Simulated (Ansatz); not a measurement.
Saddle-point search, with input and output: Si$_{4}$H$_{12}$O$_{4}$ (part 2 of 2)

Si$_{4}$H$_{12}$O$_{4}$; RKS CAM-B3LYP-D4/def2-SVP (Ansatz 0.2.0). 

Geometry of the input (Å):
```
Si -0.8948  0.2266  0.4698
O  0.0098  0.3636  -1.2087
Si 1.1619  -0.5953  -1.9643
O  -0.2232  1.5222  1.0276
Si 0.9195  2.5433  0.4498
O  -0.2491  -1.2761  0.6054
Si -0.2787  -2.4521  1.6511
H  -1.9114  0.0844  1.4632
H  -1.1493  0.6623  -1.5680
O  -2.1989  0.5184  -0.8746
H  0.3943  -1.9781  -2.2234
H  1.5512  -0.0226  -3.1810
H  2.2181  -0.8416  -0.9897
H  2.3705  1.7246  0.2395
H  0.6970  3.4237  -0.6177
H  1.3580  3.5455  1.7771
H  -0.4167  -3.6708  0.8868
H  -1.4941  -2.3353  2.6596
H  0.8987  -2.6061  2.4283
H  -2.7402  1.1805  -0.7921
```

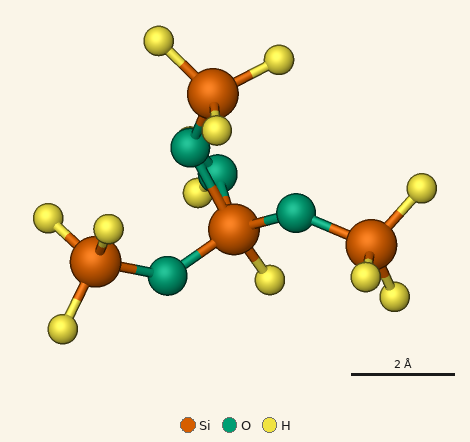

Fig. 1: The geometry at step 9 of the log (ball-and-stick view, seen at a tilt).

Trajectory as extended XYZ (Å, eV, eV/Å), 11 of the 16 frames kept, from step=1 to step=16:
```
20
Properties=species:S:1:pos:R:3:forces:R:3 step=1 energy=-39879.59888
Si   -0.8948    0.2266    0.4698   -2.4846  -2.5070  -2.2962
O     0.0098    0.3636   -1.2087   -0.7499   1.2438  -0.4965
Si    1.1619   -0.5953   -1.9643   -2.1193  -2.7992   1.4718
O    -0.2232    1.5222    1.0276    1.2767   2.8996   0.7015
Si    0.9195    2.5433    0.4498    4.6443   0.0449   3.7369
O    -0.2491   -1.2761    0.6054    0.7418   1.9445  -1.7071
Si   -0.2787   -2.4521    1.6511   -2.2617  -2.1967   2.4325
H    -1.9114    0.0844    1.4632   -1.0403  -0.1484   0.8325
H    -1.1493    0.6623   -1.5680    0.0403  -0.7252   0.9144
O    -2.1989    0.5184   -0.8746    6.6887  -5.8944  -1.1739
H     0.3943   -1.9781   -2.2234    0.9842   1.2943  -0.0071
H     1.5512   -0.0226   -3.1810    0.6130   0.8777  -1.5122
H     2.2181   -0.8416   -0.9897    0.5444   0.0486   0.0730
H     2.3705    1.7246    0.2395   -2.0429   0.9939  -0.0114
H     0.6970    3.4237   -0.6177   -0.7948   0.7643  -1.5206
H     1.3580    3.5455    1.7771   -0.8389  -1.3494  -1.9264
H    -0.4167   -3.6708    0.8868   -0.1915  -0.8263  -0.3743
H    -1.4941   -2.3353    2.6596    1.0208  -0.0296  -0.8806
H     0.8987   -2.6061    2.4283    1.3042   0.1608   0.7760
H    -2.7402    1.1805   -0.7921   -5.3343   6.2039   0.9678
20
Properties=species:S:1:pos:R:3:forces:R:3 step=3 energy=-39881.71200
Si   -0.9174    0.2349    0.4609    0.0751  -0.3625  -0.4390
O     0.0147    0.3998   -1.2082   -0.3071  -0.1295   0.1572
Si    1.1279   -0.6430   -1.9152   -0.3226   0.0612   0.3527
O    -0.1662    1.5718    1.0272   -0.0466   0.2602   0.3324
Si    1.0716    2.5575    0.5353   -0.1130  -0.0722  -0.2765
O    -0.2155   -1.2636    0.6266    0.0328   0.2662  -0.2345
Si   -0.2971   -2.5260    1.6771   -0.1433  -0.4016   0.4104
H    -2.0197    0.1026    1.4415   -0.0787   0.0055   0.1405
H    -1.2649    0.6583   -1.4823   -0.2146   0.0578  -0.3395
O    -2.1906    0.5477   -0.8905    0.3168   0.2196  -0.1002
H     0.5060   -1.9492   -2.2715    0.0271   0.0115   0.0313
H     1.5823    0.0072   -3.1583    0.1067   0.1086  -0.2244
H     2.2844   -0.8459   -1.0078    0.0166  -0.0283  -0.0174
H     2.2826    1.7825    0.2034    0.2039  -0.0756  -0.0011
H     0.6689    3.3604   -0.6436   -0.0371   0.0778  -0.0968
H     1.3318    3.4648    1.6541    0.1670   0.2703   0.3059
H    -0.4702   -3.7889    0.9173    0.0236  -0.0284  -0.0466
H    -1.4503   -2.3595    2.6069    0.0081  -0.0148  -0.0117
H     0.9500   -2.5901    2.4744    0.1037  -0.0272   0.0300
H    -2.8061    1.2960   -0.8087    0.1815  -0.1985   0.0274
20
Properties=species:S:1:pos:R:3:forces:R:3 step=4 energy=-39881.74457
Si   -0.9217    0.2339    0.4617   -0.0012  -0.2153  -0.4632
O    -0.0007    0.3923   -1.2085    0.1362  -0.0530  -0.0101
Si    1.1122   -0.6435   -1.9167   -0.0737   0.0659   0.2031
O    -0.1750    1.5783    1.0379    0.0400   0.1693   0.1508
Si    1.0656    2.5636    0.5389   -0.0847  -0.0105  -0.1452
O    -0.2204   -1.2652    0.6289    0.0071   0.1111  -0.0717
Si   -0.3013   -2.5339    1.6854   -0.0001  -0.2096   0.1872
H    -2.0173    0.1075    1.4643   -0.0428   0.0148  -0.0612
H    -1.2468    0.6613   -1.5308   -0.1023  -0.0021   0.0671
O    -2.1624    0.5498   -0.9092   -0.1078   0.1661   0.1043
H     0.4956   -1.9510   -2.2665    0.0003  -0.0165   0.0007
H     1.5808    0.0062   -3.1674    0.0067   0.0337  -0.0652
H     2.2701   -0.8434   -1.0102    0.0147  -0.0273  -0.0150
H     2.2875    1.7942    0.2169    0.1144  -0.0732  -0.0321
H     0.6582    3.3666   -0.6455   -0.0047   0.0171  -0.0061
H     1.3507    3.4742    1.6618    0.0705   0.1694   0.1575
H    -0.4661   -3.7941    0.9158    0.0083  -0.0027  -0.0092
H    -1.4543   -2.3668    2.6117   -0.0081  -0.0222   0.0159
H     0.9567   -2.5942    2.4737    0.0150  -0.0267   0.0119
H    -2.7891    1.2812   -0.8036    0.0123  -0.0881  -0.0192
20
Properties=species:S:1:pos:R:3:forces:R:3 step=5 energy=-39881.75089
Si   -0.9223    0.2327    0.4558   -0.0972  -0.1114  -0.2902
O     0.0012    0.3917   -1.2117   -0.0093  -0.0033   0.0183
Si    1.1128   -0.6434   -1.9167    0.0030  -0.0180   0.0772
O    -0.1780    1.5806    1.0381    0.0805   0.1295   0.0731
Si    1.0627    2.5673    0.5372    0.0356   0.0302   0.0119
O    -0.2242   -1.2672    0.6287    0.0173   0.0600  -0.0285
Si   -0.3031   -2.5379    1.6888    0.0048  -0.1298   0.1052
H    -2.0224    0.1111    1.4588    0.0023   0.0014  -0.0765
H    -1.2353    0.6572   -1.5337   -0.0947   0.0601   0.0695
O    -2.1612    0.5580   -0.9083    0.0535   0.0025   0.0848
H     0.4953   -1.9526   -2.2640    0.0066   0.0079   0.0027
H     1.5821    0.0046   -3.1724   -0.0132   0.0080  -0.0034
H     2.2691   -0.8450   -1.0098    0.0209  -0.0153  -0.0076
H     2.2920    1.7956    0.2182    0.0052  -0.0166  -0.0223
H     0.6561    3.3726   -0.6466   -0.0038   0.0006   0.0008
H     1.3604    3.4860    1.6650    0.0040   0.0352   0.0050
H    -0.4638   -3.7955    0.9140   -0.0004  -0.0055  -0.0009
H    -1.4571   -2.3738    2.6157    0.0098  -0.0209   0.0034
H     0.9575   -2.6000    2.4739    0.0007  -0.0141   0.0104
H    -2.7993    1.2752   -0.7927   -0.0254  -0.0006  -0.0329
20
Properties=species:S:1:pos:R:3:forces:R:3 step=7 energy=-39881.75512
Si   -0.9295    0.2329    0.4439   -0.0111   0.0974   0.0321
O     0.0011    0.3920   -1.2145   -0.0870   0.0023   0.0091
Si    1.1129   -0.6491   -1.9096    0.0571  -0.0174  -0.0331
O    -0.1742    1.5826    1.0357    0.0213  -0.0216  -0.0010
Si    1.0656    2.5740    0.5367   -0.0410  -0.0234   0.0035
O    -0.2300   -1.2665    0.6319    0.0136  -0.0820   0.0556
Si   -0.3029   -2.5478    1.6918    0.0253   0.0523  -0.0572
H    -2.0358    0.1127    1.4407    0.0261   0.0010  -0.0332
H    -1.2103    0.6786   -1.5322   -0.0082   0.0566  -0.0128
O    -2.1521    0.5817   -0.9055   -0.0075  -0.0078   0.0389
H     0.4965   -1.9581   -2.2545   -0.0052  -0.0051   0.0086
H     1.5787   -0.0017   -3.1692   -0.0127  -0.0161   0.0301
H     2.2698   -0.8472   -1.0030    0.0052  -0.0030   0.0007
H     2.2910    1.7982    0.2064    0.0037   0.0107   0.0029
H     0.6548    3.3779   -0.6477    0.0023  -0.0006   0.0057
H     1.3673    3.5022    1.6587   -0.0024  -0.0185  -0.0127
H    -0.4596   -3.8016    0.9095    0.0021   0.0011  -0.0028
H    -1.4545   -2.3974    2.6217   -0.0096  -0.0026   0.0081
H     0.9591   -2.6105    2.4754   -0.0034  -0.0027  -0.0031
H    -2.8255    1.2643   -0.7777    0.0315  -0.0207  -0.0395
20
Properties=species:S:1:pos:R:3:forces:R:3 step=9 energy=-39881.75648
Si   -0.9325    0.2357    0.4432    0.0291   0.0307   0.0078
O    -0.0043    0.3900   -1.2152    0.0131  -0.0033  -0.0080
Si    1.1120   -0.6539   -1.9050   -0.0169  -0.0111   0.0201
O    -0.1715    1.5799    1.0383   -0.0051  -0.0243  -0.0003
Si    1.0641    2.5720    0.5362    0.0034  -0.0054   0.0001
O    -0.2293   -1.2637    0.6340    0.0039  -0.0176   0.0123
Si   -0.2984   -2.5467    1.6883   -0.0085   0.0138  -0.0094
H    -2.0375    0.1132    1.4364   -0.0124  -0.0024   0.0078
H    -1.2067    0.6919   -1.5330   -0.0039  -0.0104  -0.0021
O    -2.1507    0.5905   -0.9045   -0.0329   0.0349  -0.0109
H     0.4950   -1.9643   -2.2451    0.0033   0.0036   0.0073
H     1.5752   -0.0085   -3.1633    0.0064   0.0003  -0.0142
H     2.2691   -0.8492   -0.9979   -0.0021   0.0041   0.0034
H     2.2921    1.8012    0.2034   -0.0007   0.0022   0.0012
H     0.6530    3.3767   -0.6467   -0.0092   0.0023  -0.0050
H     1.3657    3.4982    1.6580    0.0053   0.0031   0.0048
H    -0.4539   -3.7992    0.9039    0.0029  -0.0014  -0.0069
H    -1.4505   -2.4022    2.6203    0.0039  -0.0037  -0.0027
H     0.9628   -2.6110    2.4719    0.0091  -0.0008   0.0013
H    -2.8314    1.2666   -0.7845    0.0115  -0.0147  -0.0065
20
Properties=species:S:1:pos:R:3:forces:R:3 step=10 energy=-39881.75681
Si   -0.9340    0.2378    0.4428    0.0245   0.0015   0.0068
O    -0.0063    0.3892   -1.2156    0.0201  -0.0029  -0.0167
Si    1.1110   -0.6570   -1.9020   -0.0230  -0.0026   0.0258
O    -0.1698    1.5786    1.0400   -0.0098  -0.0190   0.0031
Si    1.0641    2.5715    0.5367    0.0091   0.0049  -0.0050
O    -0.2292   -1.2618    0.6347   -0.0049   0.0125  -0.0051
Si   -0.2961   -2.5462    1.6859   -0.0067  -0.0056   0.0037
H    -2.0397    0.1137    1.4346   -0.0127  -0.0013   0.0114
H    -1.2049    0.6947   -1.5345    0.0037  -0.0141   0.0025
O    -2.1507    0.5971   -0.9045   -0.0189   0.0209  -0.0175
H     0.4942   -1.9682   -2.2383    0.0022   0.0009   0.0053
H     1.5743   -0.0144   -3.1615    0.0065  -0.0002  -0.0152
H     2.2675   -0.8491   -0.9935   -0.0030   0.0050   0.0024
H     2.2927    1.8026    0.2024   -0.0004  -0.0008  -0.0021
H     0.6496    3.3759   -0.6457   -0.0055   0.0010  -0.0014
H     1.3671    3.4974    1.6581    0.0040   0.0069   0.0068
H    -0.4501   -3.7976    0.8990    0.0021   0.0003  -0.0045
H    -1.4479   -2.4053    2.6190    0.0047  -0.0040  -0.0028
H     0.9658   -2.6111    2.4687    0.0052   0.0002   0.0003
H    -2.8350    1.2696   -0.7877    0.0027  -0.0037   0.0021
20
Properties=species:S:1:pos:R:3:forces:R:3 step=11 energy=-39881.75726
Si   -0.9363    0.2415    0.4421    0.0079  -0.0257   0.0011
O    -0.0090    0.3887   -1.2170    0.0143   0.0063  -0.0040
Si    1.1085   -0.6633   -1.8943   -0.0149   0.0046   0.0113
O    -0.1669    1.5764    1.0436    0.0025   0.0117  -0.0026
Si    1.0637    2.5725    0.5376    0.0040   0.0012  -0.0070
O    -0.2303   -1.2580    0.6345   -0.0115   0.0127  -0.0088
Si   -0.2917   -2.5469    1.6799   -0.0032  -0.0120   0.0113
H    -2.0429    0.1159    1.4330   -0.0111  -0.0001   0.0024
H    -1.2034    0.6991   -1.5362    0.0112  -0.0076  -0.0101
O    -2.1513    0.6088   -0.9065    0.0170  -0.0234   0.0029
H     0.4921   -1.9766   -2.2216    0.0015  -0.0024   0.0044
H     1.5730   -0.0297   -3.1586    0.0032  -0.0041  -0.0077
H     2.2643   -0.8471   -0.9834   -0.0025   0.0028   0.0019
H     2.2920    1.8060    0.1978    0.0028  -0.0028  -0.0012
H     0.6435    3.3765   -0.6430   -0.0062   0.0024  -0.0009
H     1.3696    3.4984    1.6582    0.0013   0.0049   0.0087
H    -0.4432   -3.7958    0.8883    0.0025   0.0030  -0.0053
H    -1.4421   -2.4146    2.6158   -0.0005  -0.0009  -0.0020
H     0.9712   -2.6123    2.4615    0.0030   0.0024  -0.0046
H    -2.8384    1.2778   -0.7935   -0.0215   0.0270   0.0103
20
Properties=species:S:1:pos:R:3:forces:R:3 step=13 energy=-39881.75769
Si   -0.9375    0.2454    0.4422   -0.0143  -0.0164  -0.0082
O    -0.0097    0.3899   -1.2170   -0.0007   0.0068  -0.0006
Si    1.1055   -0.6717   -1.8822    0.0040  -0.0024  -0.0047
O    -0.1638    1.5767    1.0458    0.0043   0.0129  -0.0016
Si    1.0628    2.5764    0.5364   -0.0023   0.0005   0.0053
O    -0.2346   -1.2555    0.6333   -0.0088   0.0109  -0.0037
Si   -0.2877   -2.5506    1.6713    0.0033  -0.0041  -0.0024
H    -2.0477    0.1198    1.4300    0.0034   0.0029   0.0013
H    -1.2028    0.7043   -1.5381    0.0043   0.0009   0.0040
O    -2.1510    0.6208   -0.9074    0.0077  -0.0108   0.0047
H     0.4897   -1.9890   -2.1934   -0.0008  -0.0005   0.0018
H     1.5715   -0.0552   -3.1552   -0.0027  -0.0041   0.0040
H     2.2606   -0.8439   -0.9683    0.0018   0.0009  -0.0008
H     2.2916    1.8131    0.1898   -0.0025   0.0017  -0.0033
H     0.6323    3.3815   -0.6401    0.0023   0.0018   0.0015
H     1.3725    3.5006    1.6584   -0.0026  -0.0022  -0.0032
H    -0.4342   -3.7941    0.8704   -0.0006   0.0001   0.0008
H    -1.4367   -2.4291    2.6102    0.0002  -0.0027   0.0005
H     0.9787   -2.6140    2.4478   -0.0031   0.0006  -0.0003
H    -2.8372    1.2919   -0.7953    0.0070   0.0033   0.0051
20
Properties=species:S:1:pos:R:3:forces:R:3 step=15 energy=-39881.75793
Si   -0.9362    0.2463    0.4444   -0.0024  -0.0019  -0.0091
O    -0.0053    0.3898   -1.2145   -0.0019  -0.0027   0.0019
Si    1.1061   -0.6765   -1.8782    0.0022  -0.0006  -0.0004
O    -0.1649    1.5809    1.0441    0.0046   0.0050   0.0019
Si    1.0593    2.5833    0.5341   -0.0026  -0.0014   0.0010
O    -0.2369   -1.2555    0.6350    0.0007   0.0010   0.0018
Si   -0.2894   -2.5555    1.6671    0.0002  -0.0007  -0.0006
H    -2.0455    0.1242    1.4335    0.0000   0.0003  -0.0015
H    -1.2009    0.7021   -1.5351    0.0013   0.0046  -0.0008
O    -2.1490    0.6194   -0.9067    0.0001  -0.0012   0.0069
H     0.4883   -1.9953   -2.1794   -0.0002  -0.0001   0.0010
H     1.5677   -0.0684   -3.1566   -0.0010  -0.0012   0.0010
H     2.2651   -0.8446   -0.9682    0.0002   0.0002  -0.0002
H     2.2879    1.8232    0.1809    0.0002   0.0006  -0.0005
H     0.6247    3.3920   -0.6383   -0.0004   0.0003  -0.0001
H     1.3702    3.5045    1.6580    0.0000  -0.0004  -0.0007
H    -0.4333   -3.7955    0.8604    0.0003   0.0006  -0.0006
H    -1.4394   -2.4405    2.6055   -0.0006  -0.0006  -0.0005
H     0.9762   -2.6198    2.4446   -0.0007  -0.0005   0.0001
H    -2.8225    1.3030   -0.7921    0.0000  -0.0013  -0.0006
20
Properties=species:S:1:pos:R:3:forces:R:3 step=16 energy=-39881.75800
Si   -0.9326    0.2482    0.4470    0.0015   0.0023  -0.0008
O    -0.0042    0.3887   -1.2127    0.0001  -0.0008   0.0008
Si    1.1064   -0.6813   -1.8728   -0.0003  -0.0001  -0.0008
O    -0.1598    1.5826    1.0457   -0.0018  -0.0011  -0.0013
Si    1.0583    2.5896    0.5308    0.0006   0.0003  -0.0010
O    -0.2320   -1.2529    0.6392   -0.0004  -0.0019   0.0013
Si   -0.2916   -2.5599    1.6618   -0.0007   0.0003  -0.0001
H    -2.0412    0.1256    1.4366   -0.0009   0.0004   0.0009
H    -1.1985    0.7044   -1.5325    0.0004   0.0008   0.0005
O    -2.1462    0.6240   -0.9022    0.0048  -0.0058  -0.0009
H     0.4898   -2.0034   -2.1615    0.0006   0.0009  -0.0001
H     1.5613   -0.0821   -3.1576   -0.0001   0.0001   0.0003
H     2.2693   -0.8400   -0.9661   -0.0003  -0.0001  -0.0006
H     2.2883    1.8346    0.1712   -0.0004   0.0002   0.0002
H     0.6150    3.3970   -0.6394    0.0001  -0.0003   0.0002
H     1.3710    3.5115    1.6534    0.0002   0.0003   0.0001
H    -0.4290   -3.7943    0.8452    0.0005   0.0006   0.0003
H    -1.4489   -2.4522    2.5922    0.0003   0.0000  -0.0010
H     0.9680   -2.6295    2.4484   -0.0007   0.0000  -0.0001
H    -2.8208    1.3065   -0.7880   -0.0034   0.0039   0.0021
```

Summary:

```csv
quantity,value
outcome,converged
total energy,−39881.7582 eV
mean-field energy,−39881.1981 eV
dispersion energy,−0.5601 eV
largest force (length of the vector) at the end,0.008 eV/Å
dipole moment,2.31 D
wall time,2.1 min (CPU time 3.6 min)
peak memory,1.3 GiB
```

The program could not tell the order of the saddle point.
